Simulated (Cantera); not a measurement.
Feed: 1 mol Cr, 4.6 mol N2, 4.3 mol H2, held at 0.0100 bar.

Method: chemical equilibrium by Gibbs-energy minimisation in Cantera with the NASA 1993 tables (ideal gas, pure condensed phases). Candidate condensed phases: Cr, CrN, Cr2N; 11 gas species. Kinetics and transport are ignored.

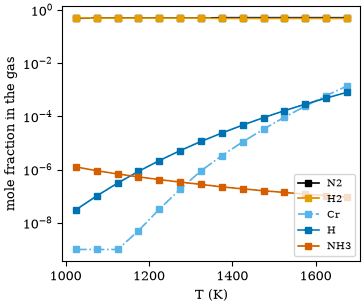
Figure: Equilibrium gas composition (values under 1e-9 drawn at 1e-9)

Problem. Read off the mole fractions at 1075 K.

Solution. N2 about 0.50, H2 about 0.50, NH3 about 9.1e-7, H about 1.0e-7.
